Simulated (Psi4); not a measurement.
**Run report: C5H10O (charge +1), single-point calculation (part 2 of 3)**

Continued. System: C5H10O (tetrahydropyran), charge +1, multiplicity 2. Method: B3LYP/6-31G*, UKS (Psi4 1.11). The geometry is that of the parent species in another charge or spin state. The geometry comes from this level: PBE0-D4/def2-TZVP.

Geometry of the input (Å):
```
C  -0.1359  0.9776  0.7559
C  -1.3077  0.4025  -0.0282
C  -1.0377  -1.0487  -0.3810
O  0.1694  -1.2022  -1.0922
C  1.2786  -0.7523  -0.3478
C  1.1646  0.7188  0.0072
H  -0.0881  0.4937  1.7396
H  -0.2753  2.0466  0.9381
H  -2.2382  0.4746  0.5433
H  -1.4494  0.9699  -0.9544
H  -1.0032  -1.6545  0.5403
H  -1.8239  -1.4562  -1.0200
H  1.3717  -1.3507  0.5743
H  2.1597  -0.9466  -0.9629
H  2.0305  1.0206  0.6045
H  1.1850  1.3069  -0.9166
```

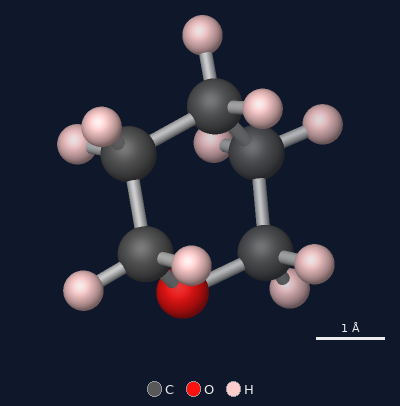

**Figure 1.** The structure (ball-and-stick view, seen at a tilt).

Output, continued:
```
    1     1.00211503841067     0.92610645430077     0.87756427011435    -0.00795868799506    -0.01013533775532
    2     0.00903263284179    -0.01018171078653    -0.00111604091748     0.90135134078756     0.91279340747059
    3     0.00722145267949     0.00012662262965     0.00437543983871     0.00317381356891    -0.00859866004564
    4     0.05277660673569     0.00149599053565     0.02696664492113     0.00816948352373     0.00442906180747
    5     0.89465972108008     0.00012660924328     0.00437533377255     0.00131291965689     0.00014241562202
    6     0.00000000000000    -0.01018133055071    -0.00111618415286     0.00630757325783     0.00192684732895
    7    -0.01018133055071     0.00000000000000    -0.01097240953005     0.00012097307108     0.00894799923535
    8    -0.00111618415286    -0.01097240953005     0.00000000000000     0.00005696657839    -0.00022575269273
    9     0.00630757325783     0.00012097307108     0.00005696657839     0.00000000000000    -0.01025898242259
   10     0.00192684732895     0.00894799923535    -0.00022575269273    -0.01025898242259     0.00000000000000
   11     0.00453435418862     0.00277800742125     0.00223781264594     0.00113867335196     0.00774436166560
   12     0.00052291839715     0.00014424391494     0.00095181471563     0.00025267636605     0.00028562029573
   13    -0.01002659443873     0.00277800499526     0.00223774905841     0.00077819734056     0.00053419108950
   14    -0.00957537031784     0.00014424040043     0.00095179654883     0.00003857889633     0.00008469670727
   15     0.90135136270751     0.00012096313387     0.00005697502784     0.00246304029411     0.00017154313022
   16     0.91279393933302     0.00894789998699    -0.00022572976364     0.00017153923755     0.00241570487744

                11                  12                  13                  14                  15

    1     0.00277367826385     0.00647018186404     0.00277362393523     0.00647022870770    -0.00795869272121
    2    -0.01002643191545    -0.00957512738209     0.00453417755575     0.00052296914376     0.00630733329245
    3     0.87286036360428     0.90755364966822     0.00619958170971     0.00719498338348     0.00131292632072
    4     0.01683904937758    -0.00267883281694     0.01683821938317    -0.00267857350842     0.00816942032561
    5     0.00619956060165     0.00719514750921     0.87286203103354     0.90755347174681     0.00317387072144
    6     0.00453435418862     0.00052291839715    -0.01002659443873    -0.00957537031784     0.90135136270751
    7     0.00277800742125     0.00014424391494     0.00277800499526     0.00014424040043     0.00012096313387
    8     0.00223781264594     0.00095181471563     0.00223774905841     0.00095179654883     0.00005697502784
    9     0.00113867335196     0.00025267636605     0.00077819734056     0.00003857889633     0.00246304029411
   10     0.00774436166560     0.00028562029573     0.00053419108950     0.00008469670727     0.00017154313022
   11     0.00000000000000    -0.01107628315096     0.00480063205595     0.00029152998206     0.00077819884963
   12    -0.01107628315096     0.00000000000000     0.00029151758159     0.00168470125855     0.00003857905657
   13     0.00480063205595     0.00029151758159     0.00000000000000    -0.01107625601544     0.00113859988214
   14     0.00029152998206     0.00168470125855    -0.01107625601544     0.00000000000000     0.00025266586412
   15     0.00077819884963     0.00003857905657     0.00113859988214     0.00025266586412     0.00000000000000
   16     0.00053418175552     0.00008469231792     0.00774456224655     0.00028562960458    -0.01025875331124

                16

    1    -0.01013490411969
    2     0.00192673118860
    3     0.00014242287951
    4     0.00442886617005
    5    -0.00859850274968
    6     0.91279393933302
    7     0.00894789998699
    8    -0.00022572976364
    9     0.00017153923755
   10     0.00241570487744
   11     0.00053418175552
   12     0.00008469231792
   13     0.00774456224655
   14     0.00028562960458
   15    -0.01025875331124
   16     0.00000000000000

  Alpha Contribution:
  Irrep: 1 Size: 16 x 16

                 1                   2                   3                   4                   5

    1     0.00000000000000     0.49697504329389    -0.00036960580006    -0.00029342070809    -0.00036948448224
    2     0.49697504329389     0.00000000000000     0.50122416949994     0.00228295812424    -0.00123587038503
    3    -0.00036960580006     0.50122416949994     0.00000000000000     0.39858789619847     0.00403850382229
    4    -0.00029342070809     0.00228295812424     0.39858789619847     0.00000000000000     0.39858662605917
    5    -0.00036948448224    -0.00123587038503     0.00403850382229     0.39858662605917     0.00000000000000
    6     0.49697437454307    -0.00136518976939    -0.00123586021474     0.00228288344894     0.50122454149678
    7     0.46353331108522    -0.00539413915368     0.00011477831869     0.00016458524854     0.00011476444545
    8     0.46518174308826    -0.00406125067014     0.00324632122555     0.00007044746216     0.00324624410837
    9    -0.00442897317572     0.45501764254727     0.00175516429584     0.00337637039073    -0.00007403145292
   10    -0.00548106186016     0.45696465623331    -0.00379537862283     0.00096013733965    -0.00022497079635
   11     0.00029333925227    -0.00611851111213     0.45922396846558     0.00197762567901     0.00043768766532
   12     0.00360151175011    -0.00496258266841     0.45575341184663    -0.00259462442640     0.00364598643116
   13     0.00029334314897    -0.00016221350717     0.00043775272167     0.00197752362125     0.45922383768452
   14     0.00360155303476     0.00004870142667     0.00364590258656    -0.00259457802805     0.45575352935412
   15    -0.00442895182639     0.00346316897403    -0.00007403682345     0.00337638889699     0.00175520781068
   16    -0.00548083443517     0.00032486238845    -0.00022495933151     0.00096012961638    -0.00379528196627

                 6                   7                   8                   9                  10

    1     0.49697437454307     0.46353331108522     0.46518174308826    -0.00442897317572    -0.00548106186016
    2    -0.00136518976939    -0.00539413915368    -0.00406125067014     0.45501764254727     0.45696465623331
    3    -0.00123586021474     0.00011477831869     0.00324632122555     0.00175516429584    -0.00379537862283
    4     0.00228288344894     0.00016458524854     0.00007044746216     0.00337637039073     0.00096013733965
    5     0.50122454149678     0.00011476444545     0.00324624410837    -0.00007403145292    -0.00022497079635
    6     0.00000000000000    -0.00539395283114    -0.00406118328927     0.00346331861607     0.00032489145864
    7    -0.00539395283114     0.00000000000000    -0.00564406824213    -0.00005953336674     0.00473481464457
    8    -0.00406118328927    -0.00564406824213     0.00000000000000     0.00011026184436     0.00001674908366
    9     0.00346331861607    -0.00005953336674     0.00011026184436     0.00000000000000    -0.00506353715565
   10     0.00032489145864     0.00473481464457     0.00001674908366    -0.00506353715565     0.00000000000000
   11    -0.00016220609555     0.00173069621999     0.00005057535803    -0.00006696452751     0.00496678510576
   12     0.00004870158627     0.00006688219797     0.00074037475114     0.00002585904440     0.00005275381476
   13    -0.00611853173348     0.00173068868933     0.00005057471836    -0.00001658473863     0.00042343787718
   14    -0.00496273636981     0.00006688051606     0.00074037209026     0.00004546600144     0.00000357321901
   15     0.45501753141337    -0.00005953441915     0.00011026842911     0.00077900059091     0.00005530404383
   16     0.45696478761922     0.00473475525826     0.00001675586731     0.00005530070695     0.00139274342986

                11                  12                  13                  14                  15

    1     0.00029333925227     0.00360151175011     0.00029334314897     0.00360155303476    -0.00442895182639
    2    -0.00611851111213    -0.00496258266841    -0.00016221350717     0.00004870142667     0.00346316897403
    3     0.45922396846558     0.45575341184663     0.00043775272167     0.00364590258656    -0.00007403682345
    4     0.00197762567901    -0.00259462442640     0.00197752362125    -0.00259457802805     0.00337638889699
    5     0.00043768766532     0.00364598643116     0.45922383768452     0.45575352935412     0.00175520781068
    6    -0.00016220609555     0.00004870158627    -0.00611853173348    -0.00496273636981     0.45501753141337
    7     0.00173069621999     0.00006688219797     0.00173068868933     0.00006688051606    -0.00005953441915
    8     0.00005057535803     0.00074037475114     0.00005057471836     0.00074037209026     0.00011026842911
    9    -0.00006696452751     0.00002585904440    -0.00001658473863     0.00004546600144     0.00077900059091
   10     0.00496678510576     0.00005275381476     0.00042343787718     0.00000357321901     0.00005530404383
   11     0.00000000000000    -0.00580505687667     0.00378233317598     0.00006169057833    -0.00001658493861
   12    -0.00580505687667     0.00000000000000     0.00006169321762     0.00071968396467     0.00004546566248
   13     0.00378233317598     0.00006169321762     0.00000000000000    -0.00580504318038    -0.00006696880246
   14     0.00006169057833     0.00071968396467    -0.00580504318038     0.00000000000000     0.00002585093368
   15    -0.00001658493861     0.00004546566248    -0.00006696880246     0.00002585093368     0.00000000000000
   16     0.00042343008050     0.00000357410405     0.00496684456293     0.00005275738656    -0.00506342750969

                16

    1    -0.00548083443517
    2     0.00032486238845
    3    -0.00022495933151
    4     0.00096012961638
    5    -0.00379528196627
    6     0.45696478761922
    7     0.00473475525826
    8     0.00001675586731
    9     0.00005530070695
   10     0.00139274342986
   11     0.00042343008050
   12     0.00000357410405
   13     0.00496684456293
   14     0.00005275738656
   15    -0.00506342750969
   16     0.00000000000000

  Beta Contribution:
  Irrep: 1 Size: 16 x 16

                 1                   2                   3                   4                   5

    1     0.00000000000000     0.50514251715883    -0.00041078466835     0.03177722632663    -0.00041063956243
    2     0.50514251715883     0.00000000000000     0.39343277285606     0.05049442323020     0.00845723676326
    3    -0.00041078466835     0.39343277285606     0.00000000000000     0.53283790892978     0.01300195568898
    4     0.03177722632663     0.05049442323020     0.53283790892978     0.00000000000000     0.53283361336249
    5    -0.00041063956243     0.00845723676326     0.01300195568898     0.53283361336249     0.00000000000000
    6     0.50514066386759     0.01039782261118     0.00845731289423     0.05049372328675     0.39343517958329
    7     0.46257314321555    -0.00478757163286     0.00001184431097     0.00133140528710     0.00001184479784
    8     0.41238252702609     0.00294520975266     0.00112911861317     0.02689619745897     0.00112908966419
    9    -0.00352971481933     0.44633369824029     0.00141864927307     0.00479311313300     0.00138695110981
   10    -0.00465427589516     0.45582875123728    -0.00480328142281     0.00346892446782     0.00036738641836
   11     0.00248033901158    -0.00390792080332     0.41363639513871     0.01486142369858     0.00576187293634
   12     0.00286867011392    -0.00461254471368     0.45180023782159    -0.00008420839054     0.00354916107805
   13     0.00248028078625     0.00469639106291     0.00576182898804     0.01486069576192     0.41363819334902
   14     0.00286867567294     0.00047426771710     0.00354908079692    -0.00008399548037     0.45179994239268
   15    -0.00352974089482     0.00284416431842     0.00138696314417     0.00479303142863     0.00141866291076
   16    -0.00465406968453     0.00160186880015     0.00036738221102     0.00346873655368    -0.00480322078341

                 6                   7                   8                   9                  10

    1     0.50514066386759     0.46257314321555     0.41238252702609    -0.00352971481933    -0.00465427589516
    2     0.01039782261118    -0.00478757163286     0.00294520975266     0.44633369824029     0.45582875123728
    3     0.00845731289423     0.00001184431097     0.00112911861317     0.00141864927307    -0.00480328142281
    4     0.05049372328675     0.00133140528710     0.02689619745897     0.00479311313300     0.00346892446782
    5     0.39343517958329     0.00001184479784     0.00112908966419     0.00138695110981     0.00036738641836
    6     0.00000000000000    -0.00478737771957     0.00294499913641     0.00284425464176     0.00160195587031
    7    -0.00478737771957     0.00000000000000    -0.00532834128792     0.00018050643782     0.00421318459078
    8     0.00294499913641    -0.00532834128792     0.00000000000000    -0.00005329526598    -0.00024250177639
    9     0.00284425464176     0.00018050643782    -0.00005329526598     0.00000000000000    -0.00519544526695
   10     0.00160195587031     0.00421318459078    -0.00024250177639    -0.00519544526695     0.00000000000000
   11     0.00469656028417     0.00104731120126     0.00218723728791     0.00120563787946     0.00277757655984
   12     0.00047421681088     0.00007736171697     0.00021143996449     0.00022681732165     0.00023286648096
   13    -0.00390806270525     0.00104731630593     0.00218717434005     0.00079478207918     0.00011075321232
   14    -0.00461263394803     0.00007735988436     0.00021142445857    -0.00000688710511     0.00008112348827
   15     0.44633383129414     0.00018049755302    -0.00005329340127     0.00168403970320     0.00011623908638
   16     0.45582915171380     0.00421314472874    -0.00024248563095     0.00011623853060     0.00102296144758

                11                  12                  13                  14                  15

    1     0.00248033901158     0.00286867011392     0.00248028078625     0.00286867567294    -0.00352974089482
    2    -0.00390792080332    -0.00461254471368     0.00469639106291     0.00047426771710     0.00284416431842
    3     0.41363639513871     0.45180023782159     0.00576182898804     0.00354908079692     0.00138696314417
    4     0.01486142369858    -0.00008420839054     0.01486069576192    -0.00008399548037     0.00479303142863
    5     0.00576187293634     0.00354916107805     0.41363819334902     0.45179994239268     0.00141866291076
    6     0.00469656028417     0.00047421681088    -0.00390806270525    -0.00461263394803     0.44633383129414
    7     0.00104731120126     0.00007736171697     0.00104731630593     0.00007735988436     0.00018049755302
    8     0.00218723728791     0.00021143996449     0.00218717434005     0.00021142445857    -0.00005329340127
    9     0.00120563787946     0.00022681732165     0.00079478207918    -0.00000688710511     0.00168403970320
   10     0.00277757655984     0.00023286648096     0.00011075321232     0.00008112348827     0.00011623908638
   11     0.00000000000000    -0.00527122627430     0.00101829887997     0.00022983940373     0.00079478378824
   12    -0.00527122627430     0.00000000000000     0.00022982436397     0.00096501729388    -0.00000688660591
   13     0.00101829887997     0.00022982436397     0.00000000000000    -0.00527121283505     0.00120556868460
   14     0.00022983940373     0.00096501729388    -0.00527121283505     0.00000000000000     0.00022681493045
   15     0.00079478378824    -0.00000688660591     0.00120556868460     0.00022681493045     0.00000000000000
   16     0.00011075167502     0.00008111821387     0.00277771768362     0.00023287221802    -0.00519532580155

                16

    1    -0.00465406968453
    2     0.00160186880015
    3     0.00036738221102
    4     0.00346873655368
    5    -0.00480322078341
    6     0.45582915171380
    7     0.00421314472874
    8    -0.00024248563095
    9     0.00011623853060
   10     0.00102296144758
   11     0.00011075167502
   12     0.00008111821387
   13     0.00277771768362
   14     0.00023287221802
   15    -0.00519532580155
   16     0.00000000000000

  Atomic Valences:

 #  #
 Irrep: 1
      1:    3.820126704563507
      2:    3.762342531820343
      3:    3.643905412764167
      4:    2.081863167977612
      5:    3.643904519504281
      6:    3.762342967500659
      7:    0.920502558001242
      8:    0.906118686165039
      9:    0.907118105513291
     10:    0.910257116313858
     11:    0.902407688697476
     12:    0.902145499595607
     13:    0.902408237413189
     14:    0.902145292402237
     15:    0.907118032573788
     16:    0.910258279653504

  Wiberg Bond Indices using Orthogonal Lowdin Orbitals:

  Total Bond Index:
  Irrep: 1 Size: 16 x 16

                 1                   2                   3                   4                   5

    1     0.00000000000000     1.08720049745435     0.04772281353666     0.04290038211736     0.04772278655917
    2     1.08720049745435     0.00000000000000     1.00192013943175     0.10001689276050     0.02246961896951
    3     0.04772281353666     1.00192013943175     0.00000000000000     1.21652650262210     0.06693230450201
    4     0.04290038211736     0.10001689276050     1.21652650262210     0.00000000000000     1.21651882313297
    5     0.04772278655917     0.02246961896951     0.06693230450201     1.21651882313297     0.00000000000000
    6     1.08719545024255     0.05703973201542     0.02246967399551     0.10001614522366     1.00192445458000
    7     0.90921731061826     0.02081042486612     0.00302911222831     0.00157191663066     0.00302906939165
    8     0.86269675832861     0.02736883906342     0.00857250092732     0.02711823937400     0.00857229544577
    9     0.02182510288946     0.88745912357527     0.03305978009348     0.01366411873029     0.00186409758404
   10     0.02037462393056     0.90203202795200     0.02361788159973     0.00608334704551     0.00073593235672
   11     0.00635939589881     0.02660070920045     0.86695269346426     0.04104527354346     0.01156585565279
   12     0.01005946184327     0.02447836014345     0.90110559736160     0.02898983589993     0.01013053362585
   13     0.00635935478621     0.00468158245443     0.01156581231079     0.04104440404919     0.86695424957244
   14     0.01005955512879     0.00114766861761     0.01013034857380     0.02898966987343     0.90110542146849
   15     0.02182488510387     0.01057993515955     0.00186409339918     0.01366412223521     0.03306020253147
   16     0.02037426160603     0.00365879586727     0.00073591684069     0.00608309963320     0.02361784924965

                 6                   7                   8                   9                  10
```
